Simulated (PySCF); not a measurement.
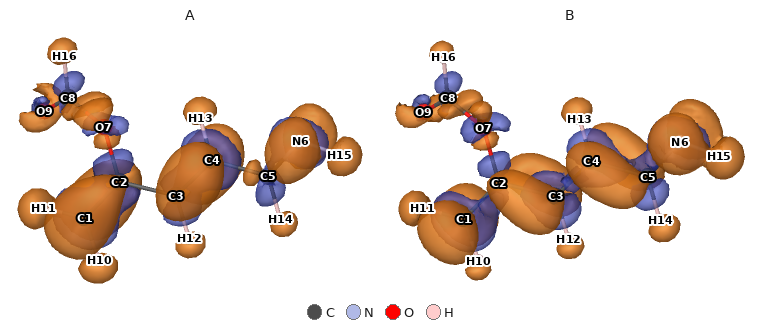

*C6H7NO2, SMILES `C=C(/C=C/C=N)OC=O`. The two Fukui functions at ±0.02 e/Å³ (orange positive, blue negative).*

Computed with PySCF, CAM-B3LYP/6-31G*, geometry: GFN2-xTB. No frequency check shows the geometry to be a minimum.

Which panel is f⁻ (electron removed) and which f⁺ (electron added)?

A is f⁻, B is f⁺. f⁻ (Hirshfeld-condensed) is largest on C1 (0.17), C4 (0.13) and N6 (0.13); the vertical ionisation energy is 8.60 eV (the stability of the cation's solution wasn't checked). f⁺ (Hirshfeld-condensed) is largest on N6 (0.14), C1 (0.14) and C4 (0.10); the vertical electron affinity is −0.26 eV (the stability of the anion's solution wasn't checked; negative, but this basis has no diffuse functions, so it doesn't show that the anion is unbound).

What chemical potential and hardness follow from the two energies?

μ = −(I + A)/2 = −4.17 eV and η = I − A = 8.86 eV.
